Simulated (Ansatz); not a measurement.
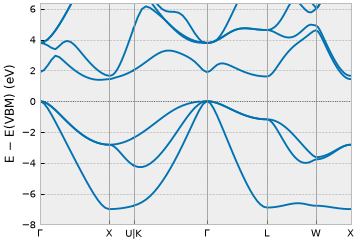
Figure. Band structure from DFT-LDA in the program Ansatz with PAW potentials

### Question
Read off the gap and where the band edges lie.

### Answer
About 1.4 eV (1.38 eV by a search for the band edges); maximum at Γ, minimum on the Γ–X line, 86 % of the way from Γ.

### Question
Which compound is it?
A) BeS, zinc blende
B) InP, zinc blende
C) GaP, zinc blende
D) BeTe, zinc blende

### Answer
C, GaP, zinc blende

Space group F-43m (zinc blende). The LDA relaxation kept the symmetry of its start. Spin–orbit coupling is left out wherever it is not named.

Potentials: the earlier of the program's two PAW sets. The files were generated under PBE; for other functionals the program regenerates the frozen cores, and for LDA and PBEsol the local potential too.
